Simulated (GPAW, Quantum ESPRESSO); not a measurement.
# O K ELNES/XANES of MgV2O6 (C2/m) from DFT, part 2 of 2

What does one-electron theory with a core hole give for the O K edge of MgV2O6 (C2/m)?

GPAW 26.7.0; X-ray absorption from dipole matrix elements to empty bands, plane-wave PAW LDA+U.

So far. Step 2 (Ground state of the crystal): The mesh shows a gap of 2.84 eV, so the hole is first treated in a charged cell, without the excited electron.

### 4. Spectrum with FCH, O atom 4

The holes are 5.0 Å apart. In GPAW the data set carries the hole's charge, so charge=0 means a charged cell and charge=-1 a neutral one. The excited electron is left out and a uniform background balances the charge. After the field has converged, empty bands are computed with the density fixed and the dipole matrix elements are summed.

The absorber has 1 V at 1.67 Å (terminal, site symmetry m).

Contents of xas.py:

```python
import numpy as np
from ase import Atoms
from ase.parallel import parprint, paropen
from gpaw import GPAW, PW, FermiDirac, Mixer, MixerDif, setup_paths
from gpaw.test import gen
setup_paths.insert(0, '.')
gen('O', name='fch1s', xcname='LDA', corehole=(1, 0, 1), write_xml=True)
from gpaw.mpi import world
world.barrier()

atoms = Atoms('V4Mg2O12',
    cell=[[4.6395, -1.751, 0],
     [2.14309574, 1.751, 6.25094607],
     [0, -7.004, 0]],
    scaled_positions=[[0.73332, 0.6564, 0.23077],
     [0.73332, 0.6564, 0.73077],
     [0.26668, 0.3436, 0.76923],
     [0.26668, 0.3436, 0.26923],
     [0, 0, 0],
     [0, 0, 0.5],
     [0.8099, 0.8867, 0.2692],
     [0.8099, 0.8867, 0.7692],
     [0.1901, 0.1133, 0.7308],
     [0.1901, 0.1133, 0.2308],
     [0.1792, 0.4348, 0.0639],
     [0.1792, 0.4348, 0.5639],
     [0.8208, 0.5652, 0.9361],
     [0.8208, 0.5652, 0.4361],
     [0.355, 0.7236, 0.34215],
     [0.355, 0.7236, 0.84215],
     [0.645, 0.2764, 0.65785],
     [0.645, 0.2764, 0.15785]],
    magmoms=[2.0, 2.0, -2.0, -2.0, 0.0, 0.0, 0.0, 0.0, 0.0, 0.0, 0.0, 0.0, 0.0, 0.0, 0.0, 0.0, 0.0, 0.0],
    pbc=True)
atoms.calc = calc = GPAW(legacy_gpaw=True, mode=PW(500, force_complex_dtype=True), xc='LDA', setups={'V': ':d,3', 6: 'fch1s'},
    kpts={'size': (3, 2, 2), 'gamma': True}, occupations=FermiDirac(0.02),
    charge=0, mixer=MixerDif(0.05, 8, 50), maxiter=150,
    convergence={'density': 0.0001, 'eigenstates': 1e-6}, txt='scf.txt')
energy = atoms.get_potential_energy() + calc.get_reference_energy()
ef = calc.get_fermi_level()
out = dict(energy=energy, fermi=ef, forces=atoms.get_forces().tolist(), magmoms=atoms.get_magnetic_moments().tolist())
parprint(f'all-electron energy {energy:.4f} eV, Fermi level {ef:.4f} eV')
ev = np.array([[calc.get_eigenvalues(k, s) for k in range(len(calc.get_ibz_k_points()))] for s in range(calc.get_number_of_spins())])
out['homo'], out['lumo'], out['counts'] = ev[ev < ef].max(), ev[ev > ef].min(), sorted(set((ev < ef).sum((0, 2)).tolist()))
out['filled'] = (ev[:, 0] < ef).sum(1).tolist()

from ase.units import Ha
from gpaw.xas import dipole_matrix_elements
nb = int(calc.get_number_of_electrons() / 2) + 144
top, nb = nb, nb + 8 + nb // 12
nscf = calc.fixed_density(kpts={'size': (4, 3, 3), 'gamma': True}, nbands=nb,
    convergence={'bands': top, 'eigenstates': 5e-3}, maxiter=60, txt='nscf.txt')
cell = atoms.cell.array
ops = [cell.T @ U.T @ np.linalg.inv(cell.T) for U in nscf.wfs.kd.symmetry.op_scc]
filled = [72, 72]  # bands filled in the ground state, by spin
E = np.arange(-6, 34, 0.1)
fwhm = np.interp(E, [4, 25], [0.9, 3.5])
Y, X, zero, highest = 0, 0, 1e9, 1e9
for spin in range(nscf.get_number_of_spins()):
    wfs = nscf.wfs
    mine = wfs.bd.get_slice()  # this rank's bands
    A = dipole_matrix_elements(wfs.setups[6])
    eps = np.zeros((wfs.kd.nibzkpts, nb))
    d = np.zeros((3, A.shape[1], wfs.kd.nibzkpts, nb), complex)
    for kpt in wfs.kpt_u:
        if kpt.s == spin and 6 in kpt.P_ani:
            eps[kpt.k, mine] = kpt.eps_n * Ha
            d[:, :, kpt.k, mine] = (kpt.weight * wfs.nspins / 2) ** 0.5 * np.inner(A, kpt.P_ani[6])
    world.sum(eps)
    world.sum(d)
    T = np.einsum('amkn,bmkn->abkn', d, d.conj()).real
    T = sum(np.einsum('ai,ijkn,bj->abkn', R, T, R) for R in ops) / len(ops)
    empty = np.ones_like(eps, bool) & (np.arange(nb) >= filled[spin])
    zero, highest = min(zero, eps[empty].min()), min(highest, eps[:, top - 1].min())
    lines = [(eps, T, empty)] if spin == 0 else lines + [(eps, T, empty)]
for eps, T, empty in lines:
    f = np.einsum('aakn->akn', T).reshape(3, -1)
    x = eps.ravel() - zero
    w = np.interp(x, E, fwhm) / 2.35482
    g = np.exp(-0.5 * ((E[:, None] - x) / w) ** 2) / (w * (2 * np.pi) ** 0.5)
    Y = Y + (f * empty.ravel()) @ g.T
    X = X + (f * ~empty.ravel()) @ g.T
out.update(E=E.round(2).tolist(), xas=Y.tolist(), xes=X.tolist(), zero=zero, valid=highest - zero, nk=len(eps), nb=nb)
for i in range(0, len(E), 10):
    parprint(f'{E[i]:7.2f}', *(f'{v:10.3e}' for v in Y[:, i]))
import json
with paropen('out.json', 'w') as f:
    json.dump(out, f)
```

On the command line:

```sh
OMP_NUM_THREADS=1 mpirun -n 4 gpaw python xas.py
```

Numbers of over 12 decimals in the logs are rounded to 6 here.

The program printed:

```text
Input parameters:
  convergence: {density: 0.0001,
                eigenstates: 1e-06}
  kpts: {gamma: True,
         size: (3, 2, 2)}
  maxiter: 150
  mixer: {backend: pulay,
          beta: 0.05,
          method: difference,
          nmaxold: 8,
          weight: 50}
  mode: {ecut: 500.0,
         force_complex_dtype: True,
         name: pw}
  occupations: {fixmagmom: False,
                name: fermi-dirac,
                width: 0.02}
  setups: {6: fch1s,
           V: :d,3}

Initialize ...

[... PAW data sets ...]

Reference energy: -137709.097466  # eV

Spin-polarized calculation.
Initial magnetic moment: 0.000000

[... convergence settings ...]
Symmetries present (total): 1
  [... symmetry matrices ...]

12 k-points: 3 x 2 x 2 Monkhorst-Pack grid + [0.000000,1/4,1/4]
8 k-points in the irreducible part of the Brillouin zone
       k-points in crystal coordinates                weights
   0:     0.00000000    0.00000000    0.00000000          1/12
   1:     0.00000000    0.00000000    0.50000000          1/12
   2:     0.00000000    0.50000000    0.00000000          1/12
   3:     0.00000000    0.50000000    0.50000000          1/12
   4:     0.33333333    0.00000000    0.00000000          2/12
   5:     0.33333333    0.00000000    0.50000000          2/12
   6:     0.33333333    0.50000000    0.00000000          2/12
   7:     0.33333333    0.50000000    0.50000000          2/12

Wave functions: Plane wave expansion
  Cutoff energy: 500.000 eV
  Number of coefficients (min, max): 5132, 5179
  Pulay-stress correction: 0.000000 eV/Ang^3 (de/decut=0.000000)
  Using FFTW library
  Wavefunction extrapolation:
    Improved wavefunction reuse through dual PAW basis

Occupation numbers: Fermi-Dirac:
  width: 0.0200  # eV

Eigensolver
   Davidson(niter=2)

Densities:
  Coarse grid: 27*36*40 grid
  Fine grid: 54*72*80 grid
  Total Charge: 1.000000

Density mixing:
  Method: difference
  Backend: pulay
  Linear mixing parameter: 0.05
  old densities: 8
  Width of damping distribution: 1.1
  Damping of long wavelength oscillations: 50

[... Hamiltonian set-up ...]
Number of atoms: 18
Number of atomic orbitals: 116
Number of bands in calculation: 91
Number of valence electrons: 144
Bands to converge: occupied

... initialized

Initializing position-dependent things.

Density initialized from atomic densities
Creating initial wave functions:
  91 bands from LCAO basis set

                         O
                   O
                O     OV
                O
               V    V O
              O    O
            MV      O
                 O
         MgO

Atomic positions and initial magnetic moments

Positions:
   0 V      4.808966   -1.751000    4.103121    ( 0.0000,  0.0000,  2.0000)
   1 V      4.808966   -5.253000    4.103121    ( 0.0000,  0.0000,  2.0000)
   2 V      1.973630   -5.253000    2.147825    ( 0.0000,  0.0000, -2.0000)
   3 V      1.973630   -1.751000    2.147825    ( 0.0000,  0.0000, -2.0000)
   4 Mg     0.000000    0.000000    0.000000    ( 0.0000,  0.0000,  0.0000)
   5 Mg     0.000000   -3.502000    0.000000    ( 0.0000,  0.0000,  0.0000)
   6 O      5.657814   -1.751000    5.542714    ( 0.0000,  0.0000,  0.0000)
[...]
15 O      3.197767   -5.253000    4.523185    ( 0.0000,  0.0000,  0.0000)
  16 O      3.584829   -5.253000    1.727761    ( 0.0000,  0.0000,  0.0000)
  17 O      3.584829   -1.751000    1.727761    ( 0.0000,  0.0000,  0.0000)

Unit cell:
           periodic     x           y           z      points  spacing
  1. axis:    yes    4.639500   -1.751000    0.000000    27     0.1625
  2. axis:    yes    2.143096    1.751000    6.250946    36     0.1736
  3. axis:    yes    0.000000   -7.004000    0.000000    40     0.1530

  Lengths:   4.958927   6.836168   7.004000
  Angles:  104.841008  69.322924  78.295874

Effective grid spacing dv^(1/3) = 0.1735

[...]
Converged after 24 iterations.

Dipole moment: (0.353549, 0.429606, 0.368664) |e|*Ang

Total magnetic moment: (0.000000, 0.000000, -0.000000)
Local magnetic moments:
   0 V  ( 0.000000,  0.000000,  0.058873)
   1 V  ( 0.000000,  0.000000,  0.000649)
   2 V  ( 0.000000,  0.000000,  0.000361)
   3 V  ( 0.000000,  0.000000,  0.001430)
   4 Mg ( 0.000000,  0.000000,  0.002158)
   5 Mg ( 0.000000,  0.000000,  0.002348)
   6 O  ( 0.000000,  0.000000, -0.165510)
   7 O  ( 0.000000,  0.000000,  0.000002)
   8 O  ( 0.000000,  0.000000,  0.000250)
   9 O  ( 0.000000,  0.000000,  0.000820)
  10 O  ( 0.000000,  0.000000,  0.000197)
  11 O  ( 0.000000,  0.000000, -0.000003)
  12 O  ( 0.000000,  0.000000,  0.001523)
  13 O  ( 0.000000,  0.000000,  0.001467)
  14 O  ( 0.000000,  0.000000,  0.001585)
  15 O  ( 0.000000,  0.000000,  0.000598)
  16 O  ( 0.000000,  0.000000,  0.000339)
  17 O  ( 0.000000,  0.000000,  0.001097)

Energy contributions relative to reference atoms: (reference = -137709.097466)

Kinetic:        +38.803955
Potential:      -85.141685
External:        +0.000000
XC:            -123.838612
Entropy (-ST):   -0.000000
Local:           -0.386116
SIC:             +0.000000
--------------------------
Free energy:   -170.562458
Extrapolated:  -170.562458

Spin contamination: 0.454519 electrons
Showing only first 2 kpts
                      Up                     Down
 Kpt  Band  Eigenvalues  Occupancy  Eigenvalues  Occupancy
  0    70      2.24483    1.00000      2.24460    1.00000
  0    71      2.69933    1.00000      2.69908    1.00000
  0    72      4.77961    0.00000      4.76631    0.00000
  0    73      4.98702    0.00000      4.96951    0.00000

  1    70      2.38897    1.00000      2.39099    1.00000
  1    71      2.51611    1.00000      2.51715    1.00000
  1    72      4.77201    0.00000      4.74973    0.00000
  1    73      5.01781    0.00000      4.99397    0.00000

Fermi level: 3.26861

Gap: 2.023 eV
Transition (v -> c):
  (s=0, k=0, n=71, [0.00, 0.00, 0.00]) -> (s=1, k=7, n=72, [0.33, 0.50, 0.50])
Direct/indirect transitions are different
Direct gap: 2.067 eV
Transition at: (s=0->1, k=0, n=71, [0.00, 0.00, 0.00])

Forces in eV/Ang:
  0 V    -3.67620    0.04832   -5.50210
  1 V    -0.40886   -0.02128    0.64688
  2 V     0.44745    0.26816   -0.69303
  3 V     0.15183   -0.27613   -0.66841
  4 Mg    0.59694    0.76123    0.41758
  5 Mg    0.22505   -0.76375    0.81507
  6 O     1.94682   -0.02449    3.28915
[...]
15 O     0.38568   -0.14343   -0.17791
 16 O    -0.43311    0.08414    0.07352
 17 O    -0.33726   -0.08088    0.29798
Scalar-relativistic atomic LDA calculation for O (Oxygen, Z=8)
Core hole in 1s state (1s occupation: 1.0)
300 radial gridpoints.
|------------------------------------------------|
|------------------------------------------------|
[... the atom generator's iteration count ...]

Energy contributions:
-------------------------
Kinetic:      +54.046737
XC:            -5.876031
Potential:   -102.458324
-------------------------
Total:        -54.287618

state      eigenvalue         ekin         rmax
-----------------------------------------------
1s^1.0 :   -21.731873    30.611423        0.127
2s^2.0 :    -1.594915     4.066245        0.801
2p^4.0 :    -1.067100     3.825706        0.682
-----------------------------------------------
(units: Bohr and Hartree)

Generating PAW setup
Kinetic energy of the core from tauc = 30.636371
Cutoffs:
rc(s)=1.300
rc(p)=1.130
rc(d)=1.170
rc(vbar)=1.300
rc(comp)=1.260
rc(nct)=1.300

Kinetic energy of the core states: 30.611423
Charge: 1.0
Core electrons: 1.0
Valence electrons: 6.0
Pseudo-core charge: 0.000198
Shape function alpha=6.299
Pseudo-electron charge 5.280306
state    eigenvalue         norm
--------------------------------
2s(2) :    -1.594915     1.065643
*s    :    -0.594915
2p(4) :    -1.067100     0.787205
*p    :    -0.067100
*d    :     0.000000
--------------------------------

Diagonalizing with gridspacing h=0.050

state   all-electron     PAW
-------------------------------
2s:      -1.594915    -1.596334
2p:      -1.067100    -1.073375
*d:                   -0.060686
*f:                   -0.013559
-------------------------------
all-electron energy -137879.6599 eV, Fermi level 3.2686 eV
  -6.00  5.534e-60  3.677e-58  4.007e-61
  -5.00  1.463e-43  9.881e-42  1.095e-44
  -4.00  4.234e-30  2.866e-28  3.389e-31
  -3.00  1.474e-19  8.976e-18  1.440e-20
  -2.00  8.713e-12  3.039e-10  1.268e-12
  -1.00  1.189e-06  1.116e-05  2.309e-07
  -0.00  2.693e-04  4.528e-04  6.715e-05
[...]
31.00  1.096e-04  6.115e-05  9.661e-05
  32.00  1.140e-04  6.600e-05  1.036e-04
  33.00  1.164e-04  7.702e-05  1.128e-04
```

Wall time 6.6 min (4 MPI ranks of Arm Neoverse V1, shared host); peak memory 0.84 GiB; 26 min of CPU time.

The O K spectrum, O atom 4, full core hole (charged cell) (energy from the lowest empty level; intensity scaled to a mean of 1 over the first 20 eV; polarised curves are means over the symmetry-equivalent atoms):

| E (eV) | isotropic | ε ∥ x | ε ∥ y | ε ∥ z |
| --- | --- | --- | --- | --- |
| -2.0 | 0.00 | 0.00 | 0.00 | 0.00 |
| -0.5 | 0.61 | 0.34 | 1.40 | 0.07 |
| 1.0 | 1.33 | 1.28 | 0.37 | 2.35 |
| 2.5 | 0.86 | 0.83 | 0.22 | 1.53 |
| 4.0 | 0.14 | 0.18 | 0.13 | 0.13 |
| 5.5 | 0.23 | 0.15 | 0.39 | 0.13 |
| 7.0 | 1.31 | 0.67 | 2.79 | 0.47 |
| 8.5 | 1.46 | 1.07 | 2.07 | 1.24 |
| 10.0 | 1.45 | 1.90 | 0.91 | 1.55 |
| 11.5 | 1.50 | 1.88 | 0.73 | 1.90 |
| 13.0 | 1.17 | 1.04 | 0.89 | 1.59 |
| 14.5 | 0.87 | 0.81 | 0.78 | 1.03 |
| 16.0 | 0.75 | 0.87 | 0.82 | 0.55 |
| 17.5 | 0.59 | 0.71 | 0.56 | 0.51 |
| 19.0 | 0.59 | 0.60 | 0.66 | 0.53 |
| 20.5 | 0.88 | 0.77 | 1.28 | 0.60 |
| 22.0 | 0.93 | 0.83 | 1.31 | 0.67 |
| 23.5 | 0.72 | 0.71 | 0.80 | 0.66 |
| 25.0 | 0.63 | 0.58 | 0.69 | 0.62 |
| 26.5 | 0.66 | 0.56 | 0.78 | 0.64 |
| 28.0 | 0.70 | 0.66 | 0.71 | 0.71 |
| 29.5 | 0.72 | 0.81 | 0.57 | 0.77 |
| 31.0 | 0.75 | 0.92 | 0.52 | 0.81 |

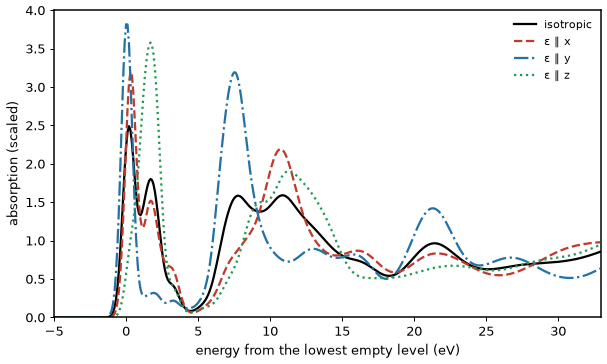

The O K edge, O atom 4, full core hole (charged cell): main maxima at 0.2, 1.7 and 10.9 eV.

Main maxima below 24 eV (height): 0.2 eV (2.49), 1.7 eV (1.80), 7.8 eV (1.59), 10.9 eV (1.59) and 21.4 eV (0.97). A K edge sees empty p states; the first features are O p mixed into the empty d states of the V neighbours, and the broad ones above probably into the cations' higher empty bands.

The hole costs E(hole) − E(ground) = 520.27 eV, and the lowest empty level of the hole cell on the spectrum's mesh lies at 4.71 eV, which puts the zero at 524.98 eV. The functional and the charged cell's background leave an error in such absolute values: in the free atom LDA prices this hole 4.1 eV below PBE (computed apart), and PBE is itself good to a few eV.

### 5. Excitation energy, O atom 4

With the excited electron kept in the cell the system stays neutral, and the energy difference is an excitation energy by itself. In a small cell that electron takes up a good share of the lowest empty band, or all of one, which shifts the value from the true onset.

Changed against the first core-hole run: core hole to XCH, with the smearing that suits a partly filled band.

Contents of scf.py:

```python
import numpy as np
from ase import Atoms
from ase.parallel import parprint, paropen
from gpaw import GPAW, PW, FermiDirac, Mixer, MixerDif, setup_paths
from gpaw.test import gen
setup_paths.insert(0, '.')
gen('O', name='fch1s', xcname='LDA', corehole=(1, 0, 1), write_xml=True)
from gpaw.mpi import world
world.barrier()

atoms = Atoms('V4Mg2O12',
    cell=[[4.6395, -1.751, 0],
     [2.14309574, 1.751, 6.25094607],
     [0, -7.004, 0]],
    scaled_positions=[[0.73332, 0.6564, 0.23077],
     [0.73332, 0.6564, 0.73077],
     [0.26668, 0.3436, 0.76923],
     [0.26668, 0.3436, 0.26923],
     [0, 0, 0],
     [0, 0, 0.5],
     [0.8099, 0.8867, 0.2692],
     [0.8099, 0.8867, 0.7692],
     [0.1901, 0.1133, 0.7308],
     [0.1901, 0.1133, 0.2308],
     [0.1792, 0.4348, 0.0639],
     [0.1792, 0.4348, 0.5639],
     [0.8208, 0.5652, 0.9361],
     [0.8208, 0.5652, 0.4361],
     [0.355, 0.7236, 0.34215],
     [0.355, 0.7236, 0.84215],
     [0.645, 0.2764, 0.65785],
     [0.645, 0.2764, 0.15785]],
    magmoms=[2.0, 2.0, -2.0, -2.0, 0.0, 0.0, 0.0, 0.0, 0.0, 0.0, 0.0, 0.0, 0.0, 0.0, 0.0, 0.0, 0.0, 0.0],
    pbc=True)
atoms.calc = calc = GPAW(legacy_gpaw=True, mode=PW(500, force_complex_dtype=True), xc='LDA', setups={'V': ':d,3', 6: 'fch1s'},
    kpts={'size': (3, 2, 2), 'gamma': True}, occupations=FermiDirac(0.04),
    charge=-1, mixer=MixerDif(0.05, 8, 50), maxiter=150,
    convergence={'density': 0.0001, 'eigenstates': 1e-6}, txt='scf.txt')
energy = atoms.get_potential_energy() + calc.get_reference_energy()
ef = calc.get_fermi_level()
out = dict(energy=energy, fermi=ef, forces=atoms.get_forces().tolist(), magmoms=atoms.get_magnetic_moments().tolist())
parprint(f'all-electron energy {energy:.4f} eV, Fermi level {ef:.4f} eV')
ev = np.array([[calc.get_eigenvalues(k, s) for k in range(len(calc.get_ibz_k_points()))] for s in range(calc.get_number_of_spins())])
out['homo'], out['lumo'], out['counts'] = ev[ev < ef].max(), ev[ev > ef].min(), sorted(set((ev < ef).sum((0, 2)).tolist()))
out['filled'] = (ev[:, 0] < ef).sum(1).tolist()
import json
with paropen('out.json', 'w') as f:
    json.dump(out, f)
```

On the command line:

```sh
OMP_NUM_THREADS=1 mpirun -n 4 gpaw python scf.py
```

The program printed:

```text
Input parameters:
  charge: -1
  convergence: {density: 0.0001,
                eigenstates: 1e-06}
  kpts: {gamma: True,
         size: (3, 2, 2)}
  maxiter: 150
  mixer: {backend: pulay,
          beta: 0.05,
          method: difference,
          nmaxold: 8,
          weight: 50}
  mode: {ecut: 500.0,
         force_complex_dtype: True,
         name: pw}
  occupations: {fixmagmom: False,
[...]
2s(2) :    -1.594915     1.065643
*s    :    -0.594915
2p(4) :    -1.067100     0.787205
*p    :    -0.067100
*d    :     0.000000
--------------------------------

Diagonalizing with gridspacing h=0.050

state   all-electron     PAW
-------------------------------
2s:      -1.594915    -1.596334
2p:      -1.067100    -1.073375
*d:                   -0.060686
*f:                   -0.013559
-------------------------------
all-electron energy -137875.3429 eV, Fermi level 4.8630 eV
[key lines of the parts left out:]
Converged after 22 iterations.
Dipole moment: (0.043885, 0.309392, 0.014226) |e|*Ang
Free energy:   -166.245467
Fermi level: 4.86300
```

It took 1.7 min on 4 MPI ranks; peak memory 0.47 GiB.

The total-energy difference is 524.59 eV.

### 6. Runs not followed above

These runs aren't followed: redraws of a spectrum that repeat one shown, runs with a planted fault or a state judged unsound, or a program's part that gave no sound spectrum.

| program | step | status | elapsed |
| --- | --- | --- | --- |
| Quantum ESPRESSO | ground state | converged | 8.9 min |
| Quantum ESPRESSO | no core hole | timeout | 9.5 min |
| Quantum ESPRESSO | supercell ground state | timeout | 7.2 min |
| Quantum ESPRESSO | core-hole potential | converged | 0.65 s |
| Quantum ESPRESSO | supercell with FCH | timeout | 8.7 min |
| Quantum ESPRESSO | supercell with XCH | timeout | 5.2 min |

### 7. Outcome

```yaml
absorber_and_edge: O K, atom 4 of the ground-state input (counted from 1)
surroundings: 1 V at 1.67 Å (terminal, site symmetry m)
highest_intensity_below_16_ev: 0.2 eV above the zero, height 2.49
photon_energy_of_the_zero_spin_polarised_hole_raw: 525.0 eV (LDA puts this hole about 4 eV below PBE, itself good to a few eV)
```

**Reading.** The O K edge of atom 4, with 1 V at 1.67 Å (terminal, site symmetry m), has its highest intensity of the first 16 eV at 0.2 eV above the zero, near 525 eV in photon energy (LDA puts this hole about 4 eV below PBE, itself good to a few eV), 2.5 times the mean level of the first 20 eV (Gaussian full width 0.9 eV up to 4 eV, rising linearly to 3.5 eV at 25 eV). The neutral-cell energy lies -0.4 eV from the charged-cell zero, a gap made of the charged-cell error and of where the added electron settles. At the O K edge of atom 4 polarisation matters most near 1.7 eV, where the curves differ by 3.3 on this scale. The same cell was also set up in Quantum ESPRESSO; that part failed, was judged unsound or used a data set known to give false states; its runs are listed without their results. The hole lies in one spin channel, while the script sums the empty states of both and takes the lower zero; where the two channels are split, this blurs and shifts the curve. The crystal has 3 inequivalent O sites and not all are shown here, while a measurement adds them all. The starting moments shrank to 0.00 μB or less, so this is hardly a magnetic state. The holes are only 5.0 Å apart, so the shape is probably not converged with cell size; no larger cell was run here. The mesh is coarse (0.36 Å⁻¹ between points), so small maxima may be mesh ripples. Lifetime broadening is put in by hand, and intensities beyond about 20 eV depend on it and on the partial waves; weight that the partial waves miss at high energy is lost. The structure is a published determination, not relaxed.

[Banner, clock and machine lines of the logs are left out without a mark of their own.]

[Logs are printed without paths, hosts, clocks, repeated set-up lines and the standing remarks that a program may print on its own settings, such as how far it seeks lower states.]

[Hosts, paths, dates, database ids (printed as entryN), source tags and the programs' standing remarks are cut or masked in the printed files.]

[Lists of maxima count a maximum above −3 eV only where it reaches 4 % of the highest in the window and stands out from its surroundings by 2 % of it (1.5 % where it reaches 55 %); shoulders and weaker maxima are passed over, and of the rest the first, up to two pre-edge ones and the few strongest are named.]
